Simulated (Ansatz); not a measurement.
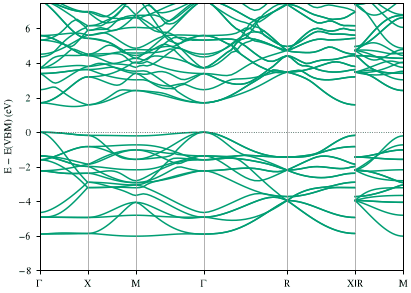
Figure: Band structure from the program Ansatz at the PBE level (PAW)

Problem. Read off the gap and where the band edges lie.

Solution. About 1.5 eV (1.49 eV by a search for the band edges); maximum at Γ, minimum on the Γ–X line, 71 % of the way from Γ.

Problem. Which compound is it?
(A) YB3C3, Pm-3n (Y on 2a, B on 6d, C on 6c)
(B) ZnO, Pm-3n (Zn on 6c, O on 6d)
(C) AlP, Pm-3n (Al on 6c, P on 6d)
(D) AlN, Pm-3n (Al on 6d, N on 6c)

Solution. C, AlP, Pm-3n (Al on 6c, P on 6d)

The start of the workflow was typed in or built on a structure type; neither database checked (COD, Materials Project) lists it. It is not the phase usual at ambient conditions (space group No. 216). The PBE relaxation kept the symmetry of its start; its stability against distortions is not shown here. The volume moved by 26 % from the start of the relaxation.

Potentials: the earlier of the program's two PAW sets.
